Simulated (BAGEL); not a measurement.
# HF/STO-3G (density fitting with qzvpp-jkfit) run of C2H6OSi (SMILES [SiH3]C1CO1)

What is the energy change on altering one bond length of C2H6OSi at HF/STO-3G (density fitting with qzvpp-jkfit)? 

The calculation is run with BAGEL 1.2.2.

5 further runs of the same task are left out: 3 that didn't finish, 2 set aside as unsound or not needed.

### 1 The molecule

C2H6OSi has 10 atoms, charge 0, and is taken as a singlet. As SMILES, `[SiH3]C1CO1`. The shape is that of a PBE0-D4/def2-TZVP optimisation.

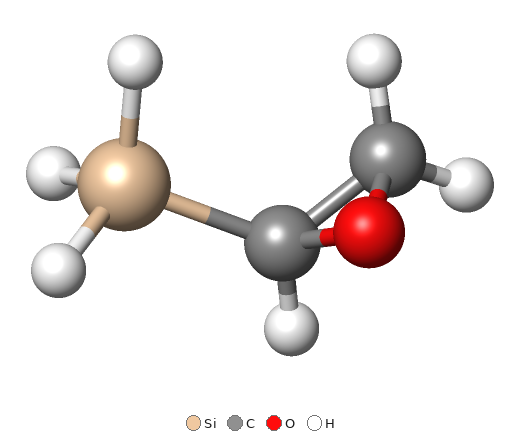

The structure, seen from a chosen angle (silicon light orange, carbon grey, oxygen red, hydrogen white).

### 2 The energy at HF/STO-3G (density fitting with qzvpp-jkfit)

Contents of job.json:

```json
{ "bagel": [

{
  "title": "molecule",
  "basis": "sto-3g",
  "df_basis": "qzvpp-jkfit",
  "angstrom": "true",
  "geometry": [
    { "atom": "Si", "xyz": [   -0.130500,    1.411500,    0.175700 ] },
    { "atom": "C", "xyz": [   -0.524400,   -0.415500,    0.029200 ] },
    { "atom": "C", "xyz": [    0.516000,   -1.392000,   -0.315700 ] },
    { "atom": "O", "xyz": [    0.085300,   -1.258300,    1.018700 ] },
    { "atom": "H", "xyz": [   -0.545500,    2.111900,   -1.069700 ] },
    { "atom": "H", "xyz": [   -0.858700,    2.007400,    1.325300 ] },
    { "atom": "H", "xyz": [    1.333600,    1.561800,    0.374700 ] },
    { "atom": "H", "xyz": [   -1.547600,   -0.707500,   -0.211100 ] },
    { "atom": "H", "xyz": [    1.529800,   -1.052900,   -0.517400 ] },
    { "atom": "H", "xyz": [    0.225200,   -2.317400,   -0.806900 ] }
  ]
},
{
  "title": "hf"
},
{
  "title": "print",
  "file": "orbitals.molden",
  "orbitals": "true"
}

]}
```

The run is started by

```sh
$ BAGEL_NUM_THREADS=1 BAGEL job.json > job.out
```

The log of the run:

```text
* using 1 threads per process

  ===============================================================
  ===============================================================

  *** Geometry ***

  { "atom" : "Si", "xyz" : [     -0.246609,      2.667348,      0.332025 ] },
  { "atom" : "C", "xyz" : [     -0.990972,     -0.785181,      0.055180 ] },
  { "atom" : "C", "xyz" : [      0.975099,     -2.630499,     -0.596587 ] },
  { "atom" : "O", "xyz" : [      0.161194,     -2.377842,      1.925064 ] },
  { "atom" : "H", "xyz" : [     -1.030846,      3.990913,     -2.021440 ] },
  { "atom" : "H", "xyz" : [     -1.622708,      3.793436,      2.504454 ] },
  { "atom" : "H", "xyz" : [      2.520139,      2.951374,      0.708080 ] },
  { "atom" : "H", "xyz" : [     -2.924540,     -1.336981,     -0.398921 ] },
  { "atom" : "H", "xyz" : [      2.890903,     -1.989693,     -0.977744 ] },
  { "atom" : "H", "xyz" : [      0.425566,     -4.379251,     -1.524820 ] },

  Number of auxiliary basis functions:      463

  Since a DF basis is specified, we compute 2- and 3-index integrals:
    o Being stored without compression. Storage requirement is 0.003 GB

  Number of basis functions:       30
  Number of electrons      :       40

    * METHOD: MOLECULE                             0.14

  *** RHF ***

  === Nuclear Repulsion ===
   162.3502064422

      * DIIS with orbital gradients will be used.

  === RHF iteration (sto-3g) ===
      0       -437.62389951          0.01708474           0.02
      1       -437.69668703          0.00704268           0.02
      2       -437.70754694          0.00099663           0.02
      3       -437.70806794          0.00012184           0.02
      4       -437.70807519          0.00003703           0.02
      5       -437.70807591          0.00001001           0.02
      6       -437.70807597          0.00000287           0.02
      7       -437.70807597          0.00000073           0.02
      8       -437.70807597          0.00000024           0.02
      9       -437.70807597          0.00000007           0.02
     10       -437.70807597          0.00000002           0.02
     11       -437.70807597          0.00000001           0.02
    * SCF iteration converged.

    * Permanent dipole moment:
           (    0.053629,    -0.268055,     0.510427) a.u.

    * METHOD: HF                                   0.30

    * METHOD: PRINT                                0.00

  ===============================================================
```

Run time: 0.6 s. Hardware: 1 thread of Arm Neoverse V2, shared host; peak memory 0.084 GiB.

### 3 The distorted shape, same level

Contents of hf.json:

```json
{ "bagel" : [

{
  "title" : "molecule",
  "basis" : "sto-3g",
  "df_basis" : "qzvpp-jkfit",
  "angstrom" : true,
  "geometry" : [
    { "atom" : "Si", "xyz" : [   -0.021279,    1.322122,    0.003274 ] },
    { "atom" : "C", "xyz" : [   -0.415179,   -0.504878,   -0.143226 ] },
    { "atom" : "C", "xyz" : [    0.625221,   -1.481378,   -0.488126 ] },
    { "atom" : "O", "xyz" : [    0.194521,   -1.347678,    0.846274 ] },
    { "atom" : "H", "xyz" : [   -0.436279,    2.022522,   -1.242126 ] },
    { "atom" : "H", "xyz" : [   -0.858700,    2.007400,    1.325300 ] },
    { "atom" : "H", "xyz" : [    1.442821,    1.472422,    0.202274 ] },
    { "atom" : "H", "xyz" : [   -1.438379,   -0.796878,   -0.383526 ] },
    { "atom" : "H", "xyz" : [    1.639021,   -1.142278,   -0.689826 ] },
    { "atom" : "H", "xyz" : [    0.334421,   -2.406778,   -0.979326 ] }
  ]
},
{ "title" : "hf" },
{ "title" : "print", "file" : "orbitals.molden", "orbitals" : true }

]}
```

The run is started by

```sh
$ BAGEL_NUM_THREADS=1 BAGEL hf.json > hf.out
```

The log of the run:

```text
* using 1 threads per process

  ===============================================================
  ===============================================================

  *** Geometry ***

  { "atom" : "Si", "xyz" : [     -0.040211,      2.498448,      0.006187 ] },
  { "atom" : "C", "xyz" : [     -0.784575,     -0.954081,     -0.270658 ] },
  { "atom" : "C", "xyz" : [      1.181496,     -2.799399,     -0.922424 ] },
  { "atom" : "O", "xyz" : [      0.367591,     -2.546742,      1.599226 ] },
  { "atom" : "H", "xyz" : [     -0.824448,      3.822013,     -2.347278 ] },
  { "atom" : "H", "xyz" : [     -1.622708,      3.793436,      2.504454 ] },
  { "atom" : "H", "xyz" : [      2.726537,      2.782474,      0.382242 ] },
  { "atom" : "H", "xyz" : [     -2.718142,     -1.505881,     -0.724759 ] },
  { "atom" : "H", "xyz" : [      3.097301,     -2.158593,     -1.303582 ] },
  { "atom" : "H", "xyz" : [      0.631964,     -4.548151,     -1.850658 ] },

  Number of auxiliary basis functions:      463

  Since a DF basis is specified, we compute 2- and 3-index integrals:
    o Being stored without compression. Storage requirement is 0.003 GB

  Number of basis functions:       30
  Number of electrons      :       40

    * METHOD: MOLECULE                             0.15

  *** RHF ***

  === Nuclear Repulsion ===
   161.5019757064

      * DIIS with orbital gradients will be used.

  === RHF iteration (sto-3g) ===
      0       -437.58804166          0.01755792           0.02
      1       -437.66539321          0.00726618           0.02
      2       -437.67697599          0.00102482           0.02
      3       -437.67752513          0.00013182           0.02
      4       -437.67753366          0.00003782           0.02
      5       -437.67753442          0.00001086           0.02
      6       -437.67753448          0.00000309           0.02
      7       -437.67753449          0.00000090           0.02
      8       -437.67753449          0.00000026           0.02
      9       -437.67753449          0.00000007           0.02
     10       -437.67753449          0.00000003           0.02
     11       -437.67753449          0.00000001           0.02
    * SCF iteration converged.

    * Permanent dipole moment:
           (    0.022327,    -0.235682,     0.558814) a.u.

    * METHOD: HF                                   0.31

    * METHOD: PRINT                                0.00

  ===============================================================
```

Wall time 0.62 s (1 thread of Arm Neoverse V2, shared host); peak memory 0.084 GiB.

### 4 What came out

At HF/STO-3G (density fitting with qzvpp-jkfit):

| quantity | value |
| --- | --- |
| first shape: total energy | -437.70808 Eh |
| first shape: dipole moment | 1.47 D |
| first shape: HOMO energy | -9.20 eV |
| first shape: LUMO energy | 11.89 eV |
| first shape: HOMO–LUMO gap | 21.09 eV |
| distorted shape: total energy | -437.67753 Eh |
| distorted shape: dipole moment | 1.54 D |
| distorted shape: HOMO energy | -9.21 eV |
| distorted shape: LUMO energy | 10.55 eV |
| distorted shape: HOMO–LUMO gap | 19.77 eV |
| energy change with the Si1–H6 bond stretched from 1.486 to 1.708 Å | 0.831 eV |

With the Si1–H6 bond stretched from 1.486 to 1.708 Å the energy rises by 0.83 eV (19.2 kcal/mol). The first shape isn't relaxed at this level, so the change isn't measured from a minimum. The minimal basis adds a large error of its own.
